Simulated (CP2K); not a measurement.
# GFN1-xTB run of B2H6S2 ((H2B-mu-SH)2)

Aim: the energy difference between two shapes of B2H6S2 ((H2B-mu-SH)2) at GFN1-xTB, from 2 runs. 

The calculation is run with CP2K 2026.2.

**1. The system as given**

B2H6S2: 10 atoms, total charge 0, spin state singlet. The shape is that of a GFN2-xTB optimisation.

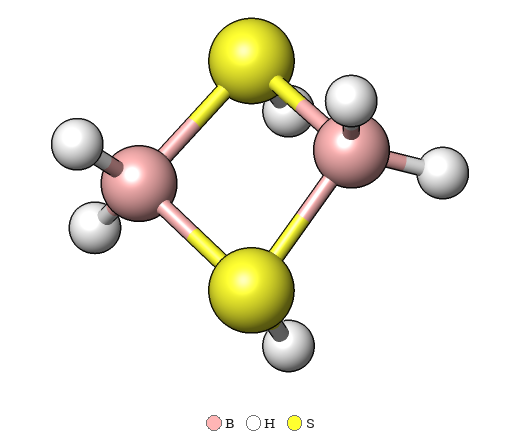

Viewed from a chosen angle; boron pink, hydrogen white, sulfur yellow.

**2. Energy and gradient at GFN1-xTB**

The input, run.inp:

```
&GLOBAL
   PROJECT run
   RUN_TYPE ENERGY_FORCE
   PRINT_LEVEL MEDIUM
&END GLOBAL
&FORCE_EVAL
   METHOD QUICKSTEP
   &DFT
      ! Quickstep
      &QS
         METHOD XTB
         EPS_DEFAULT 1.0E-10
         &XTB
            GFN_TYPE 1
            CHECK_ATOMIC_CHARGES F
         &END XTB
      &END QS
      ! isolated system
      &POISSON
         PERIODIC NONE
         POISSON_SOLVER ANALYTIC
      &END POISSON
      &SCF
         SCF_GUESS ATOMIC
         EPS_SCF 1.0E-06
         MAX_SCF 150
         ADDED_MOS 8
         &DIAGONALIZATION
            ALGORITHM STANDARD
         &END DIAGONALIZATION
         &MIXING
            METHOD BROYDEN_MIXING
            ALPHA 0.2
            NBUFFER 8
         &END MIXING
         &SMEAR ON
            METHOD FERMI_DIRAC
            ELECTRONIC_TEMPERATURE [K] 300
         &END SMEAR
      &END SCF
      ! extra output
      &PRINT
         &MOMENTS
            PERIODIC F
            REFERENCE COM
            MAX_MOMENT 1
         &END MOMENTS
         &MO ON
            ENERGIES T
            OCCUPATION_NUMBERS T
            NDIGITS 6
            &EACH
               QS_SCF 0
            &END EACH
            ADD_LAST NUMERIC
         &END MO
         &HIRSHFELD OFF
         &END HIRSHFELD
      &END PRINT
   &END DFT
   ! atoms, cell and kinds
   &SUBSYS
      ! box in angstrom
      &CELL
         ABC 14.2 13.2 13
         PERIODIC NONE
      &END CELL
      &COORD
         B      1.244940     0.088590     0.390930
         H      1.527180     0.316590     1.508260
         H      2.118420    -0.061450    -0.379170
         S     -0.016340     1.466710    -0.216370
         B     -1.292350     0.031970     0.202610
         H     -2.035280    -0.153740    -0.687370
         H     -1.744630     0.244020     1.265920
         S      0.004190    -1.435370     0.372250
         H      0.086460     1.236390    -1.529660
         H      0.107410    -1.733710    -0.927390
      &END COORD
      &TOPOLOGY
         &CENTER_COORDINATES
         &END CENTER_COORDINATES
      &END TOPOLOGY
   &END SUBSYS
   ! extra output
   &PRINT
      &FORCES ON
      &END FORCES
   &END PRINT
&END FORCE_EVAL
```

Run with:

```console
OMP_NUM_THREADS=1 cp2k.psmp run.inp > run.out
```

The log of the run:

```text
CP2K| version string:                                       CP2K version 2026.2
[...]
 GLOBAL| Method name                                                        CP2K
[...]
 GLOBAL| Run type                                                   ENERGY_FORCE
[...]
                             - Atoms:                                         10
[...]
                             - Spherical basis functions:                     38
[...]
 Number of electrons:                                                         24
[...]
     1 NoMix/Diag. 0.20E+00    0.0     0.16478427       -13.4546689581 -1.35E+01
[...]
    36 Broy./Diag. 0.20E+00    0.0     0.00000073       -13.4645940376 -2.91E-07
  *** SCF run converged in    36 steps ***
[...]
  Fermi energy:                                                -0.23112235078525
[...]
 TB_DIPOLE| Moment [Debye]          0.14763911      -0.38299388      -1.90289012
 TB_DIPOLE| Derivative [a.u.]       0.00000000       0.00000000       0.00000000
[...]
 ENERGY| Total FORCE_EVAL ( QS ) energy [hartree]            -13.464594111983171
 FORCES| Atomic forces [hartree/bohr]
 FORCES|   Atom     x               y               z               |f|
 FORCES|      1 -5.70373852E-03 -6.49614244E-04 -2.31558989E-03   6.19003944E-03
 FORCES|      2  1.87412287E-03  1.02769662E-03  4.88090578E-03   5.32838983E-03
 FORCES|      3  6.64688869E-03 -6.47712419E-04 -3.39614074E-03   7.49229155E-03
 FORCES|      4  2.91905360E-04 -6.20779620E-03 -3.79449954E-03   7.28149498E-03
 FORCES|      5  6.22378255E-03 -2.87784769E-04 -1.41251989E-03   6.38854457E-03
 FORCES|      6 -6.02521023E-03 -9.13840505E-04 -4.29644224E-03   7.45638510E-03
 FORCES|      7 -2.67594465E-03  9.16654591E-04  4.49349953E-03   5.30965851E-03
 FORCES|      8  3.05156710E-04  4.36306976E-03 -6.01031262E-03   7.43326013E-03
 FORCES|      9 -4.72004066E-04  1.62892633E-03  5.81030493E-03   6.05275411E-03
 FORCES|     10 -4.64958718E-04  7.70400839E-04  6.04079467E-03   6.10744663E-03
 FORCES| Sum    -1.72279725E-16 -4.84963632E-16 -2.24646690E-16
 FORCES| Total atomic force                                       5.61548006E-16
[...]
```

Run time: 0.58 s. Hardware: 1 thread of Arm Neoverse N1, shared host; peak memory 0.15 GiB.

**3. The distorted shape**

The input, calc.inp:

```
&GLOBAL
 PROJECT_NAME calc
 RUN_TYPE ENERGY_FORCE
 PRINT_LEVEL MEDIUM
&END GLOBAL

&FORCE_EVAL
 METHOD QS
 &DFT
  CHARGE 0
  MULTIPLICITY 1
  &QS
   METHOD XTB
   EPS_DEFAULT 1.0E-10
   &XTB
    GFN_TYPE 1
    CHECK_ATOMIC_CHARGES F
   &END XTB
  &END QS
  ! no periodic images
  &POISSON
   PERIODIC NONE
   POISSON_SOLVER ANALYTIC
  &END POISSON
  ! self-consistent field
  &SCF
   SCF_GUESS ATOMIC
   EPS_SCF 1.0E-06
   MAX_SCF 150
   ADDED_MOS 8
   &DIAGONALIZATION
    ALGORITHM STANDARD
   &END DIAGONALIZATION
   &MIXING
    METHOD BROYDEN_MIXING
    ALPHA 0.2
    NBUFFER 8
   &END MIXING
   &SMEAR ON
    METHOD FERMI_DIRAC
    ELECTRONIC_TEMPERATURE [K] 300
   &END SMEAR
  &END SCF
  &PRINT
   &MOMENTS
    PERIODIC F
    REFERENCE COM
    MAX_MOMENT 1
   &END MOMENTS
   &MO ON
    ENERGIES T
    OCCUPATION_NUMBERS T
    NDIGITS 6
    &EACH
     QS_SCF 0
    &END EACH
    ADD_LAST NUMERIC
   &END MO
   &HIRSHFELD OFF
   &END HIRSHFELD
  &END PRINT
 &END DFT
 ! structure
 &SUBSYS
  &CELL
   ABC [angstrom] 14.2 13.4 13.1
   PERIODIC NONE
  &END CELL
  &COORD
   B      1.222873     0.028187     0.322587
   H      1.574403     0.272729     1.559177
   H      2.049688    -0.080072    -0.250896
   S     -0.060281     1.558056    -0.267182
   B     -1.323970    -0.006890     0.119247
   H     -2.174168    -0.026426    -0.778289
   H     -1.881652     0.223278     1.413706
   S      0.032403    -1.370709     0.413444
   H      0.000817     1.211422    -1.504435
   H      0.047149    -1.795532    -0.954432
  &END COORD
  &TOPOLOGY
   &CENTER_COORDINATES
   &END CENTER_COORDINATES
  &END TOPOLOGY
 &END SUBSYS
 ! extra output
 &PRINT
  &FORCES ON
  &END FORCES
 &END PRINT
&END FORCE_EVAL
```

Run with:

```console
OMP_NUM_THREADS=1 cp2k.psmp calc.inp > calc.out
```

The log of the run:

```text
CP2K| version string:                                       CP2K version 2026.2
[...]
 GLOBAL| Method name                                                        CP2K
[...]
 GLOBAL| Run type                                                   ENERGY_FORCE
[...]
                             - Atoms:                                         10
[...]
                             - Spherical basis functions:                     38
[...]
 Number of electrons:                                                         24
[...]
     1 NoMix/Diag. 0.20E+00    0.0     0.28066840       -13.3894996658 -1.34E+01
[...]
    34 Broy./Diag. 0.20E+00    0.0     0.00000058       -13.4078391492  1.15E-07
  *** SCF run converged in    34 steps ***
[...]
  Fermi energy:                                                -0.24955861229150
[...]
 TB_DIPOLE| Moment [Debye]          0.44923009      -1.06062449      -2.40895581
 TB_DIPOLE| Derivative [a.u.]       0.00000000       0.00000000       0.00000000
[...]
 ENERGY| Total FORCE_EVAL ( QS ) energy [hartree]            -13.407839121468784
 FORCES| Atomic forces [hartree/bohr]
 FORCES|   Atom     x               y               z               |f|
 FORCES|      1 -7.45916841E-02  5.46072461E-02  1.07749298E-01   1.41971060E-01
 FORCES|      2 -1.40425714E-02 -2.52215789E-03 -3.03371934E-02   3.35246237E-02
 FORCES|      3  1.01076148E-01 -1.19082721E-02 -8.08080125E-02   1.29954337E-01
 FORCES|      4  2.47852562E-03 -3.32336762E-02  2.93740981E-02   4.44236194E-02
 FORCES|      5 -2.69476852E-02  3.12068966E-02  4.65751636E-02   6.22036494E-02
 FORCES|      6  1.64932459E-02 -9.73770842E-03  1.40228080E-02   2.37379289E-02
 FORCES|      7  2.08568927E-02 -7.81672620E-03 -5.19847525E-02   5.65555096E-02
 FORCES|      8 -3.05695695E-02 -2.76537133E-02 -4.86242387E-02   6.37459256E-02
 FORCES|      9  2.56228172E-03 -5.88551328E-04 -2.26811757E-02   2.28330333E-02
 FORCES|     10  2.68441583E-03  7.64666277E-03  3.67140048E-02   3.75978150E-02
 FORCES| Sum    -9.97465999E-17 -5.20417043E-18  2.22044605E-16
 FORCES| Total atomic force                                       2.43475408E-16
[...]
```

Run time: 0.59 s. Hardware: 1 thread of Arm Neoverse N1, shared host; peak memory 0.15 GiB.

**4. Outcome**

At GFN1-xTB:

| quantity | value |
| --- | --- |
| first shape: total energy | -13.46459 Eh |
| first shape: dipole moment (from atomic charges alone) | 1.95 D |
| first shape: HOMO energy | -11.65 eV |
| first shape: LUMO energy | -5.39 eV |
| first shape: HOMO–LUMO gap | 6.25 eV |
| first shape: dispersion energy | -10.65 kJ/mol |
| first shape: largest force on an atom | 0.385 eV/Å |
| distorted shape: total energy | -13.40784 Eh |
| distorted shape: dipole moment (from atomic charges alone) | 2.67 D |
| distorted shape: HOMO energy | -11.61 eV |
| distorted shape: LUMO energy | -5.89 eV |
| distorted shape: HOMO–LUMO gap | 5.72 eV |
| distorted shape: dispersion energy | -10.95 kJ/mol |
| distorted shape: largest force on an atom | 7.300 eV/Å |
| energy change with the atoms displaced | 1.544 eV |

With the atoms displaced the energy rises by 1.54 eV (149 kJ/mol). The first shape isn't relaxed at this level, so the change isn't measured from a minimum. The largest force (first shape) is 0.39 eV/Å: the shape isn't a stationary point for this species at this level. The dipole (first shape) comes from point charges on the atoms alone, without atomic dipoles, so it is partial. The dipole (distorted shape) comes from point charges on the atoms alone, without atomic dipoles, so it is partial.
